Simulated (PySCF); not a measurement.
SMILES F[SiH2]Cl (H2ClFSi) at its CAM-B3LYP/def2-SVP optimised geometry (Å):

```
5

F      1.1318    -0.6380     0.0000
Si    -0.4802    -0.6380     0.0000
Cl    -1.1318     1.3041     0.0000
H     -0.9442    -1.3039     1.2338
H     -0.9424    -1.3041    -1.2342
```

Level of theory: PySCF with CAM-B3LYP/def2-TZVP. Cells within 0.4 Å of a nucleus heavier than hydrogen are left out (blank, or x).

Map of the deformation density (molecule minus spherical neutral atoms) (e/bohr³) on the plane z = 0.0 Å:

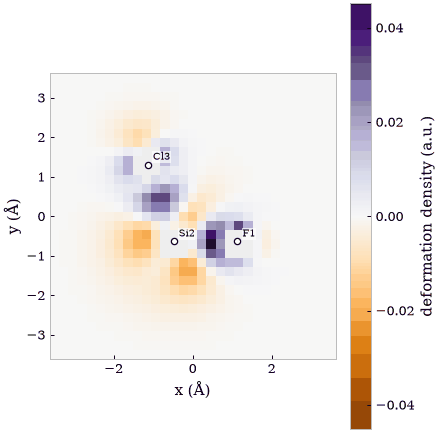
Figure. Deformation density (molecule minus spherical neutral atoms) (e/bohr³) on the plane z = 0.0 Å.
